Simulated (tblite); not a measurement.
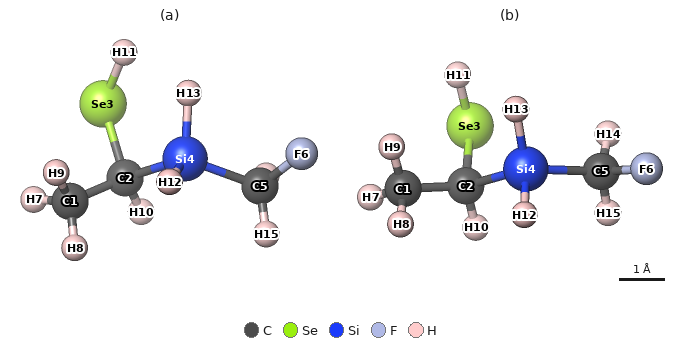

The structure of C3H9FSeSi before (left) and after (right) a relaxation, at one scale.

A ball-and-stick model, seen at a tilt.

Computed with tblite 0.8.0, GFN2-xTB geometry optimisation, gas phase. 

> Describe what moved and what it gained.

The largest moves after the best rigid fit, 0.99 Å, are those of H14 and H15. By element the largest moves are H 0.99 Å, Se 0.90 Å, F 0.37 Å, C 0.36 Å, Si 0.34 Å. Near-neighbour distances that change, for instance: Se3–H11 1.543 → 1.448 Å, C2–Si4 1.861 → 1.914 Å, C2–Se3 1.942 → 1.993 Å, C5–H14 1.128 → 1.093 Å. Bond angles that change, for instance: C2–Se3–H11 107.2° → 95.4°, Se3–C2–H10 112.5° → 102.3°, C2–Si4–C5 113.4° → 107.3°. Groups turn about C2–Si4 by about 45°, C2–Se3 by about 40°, Si4–C5 by about 25°. Over 120 geometry steps the energy falls by 0.572 eV.
